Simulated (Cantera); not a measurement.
Charge: 1 mol Ti, 0.44 mol CH₄, at 0.0975 Torr.

Method: chemical equilibrium by Gibbs-energy minimisation in Cantera with the NASA 1993 tables (ideal gas, pure condensed phases). Candidate condensed phases: C, C₆H₆, C₇H₈, C₈H₁₈, Ti, TiC; 77 gas species. Mutual solubility and eutectic melting of coexisting phases are not modelled. TiC: taken at fixed stoichiometry. Condensed phases not in the tables: N, O or C dissolved in the metal. Rates play no part.

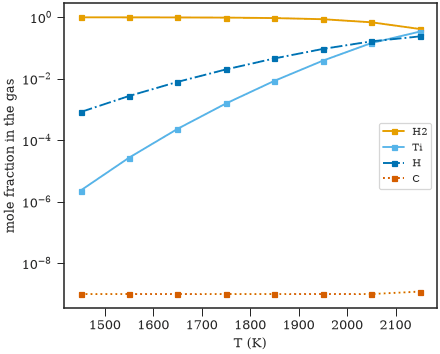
Equilibrium gas composition (values under 1e-9 drawn at 1e-9)

From 1450 K to 1850 K the condensed part is Ti(β) + TiC(s). From 1950 K to 2050 K the condensed part is Ti(l) + TiC(s). At 2150 K the condensed part is TiC(s). The main Ti-bearing gas is Ti throughout.
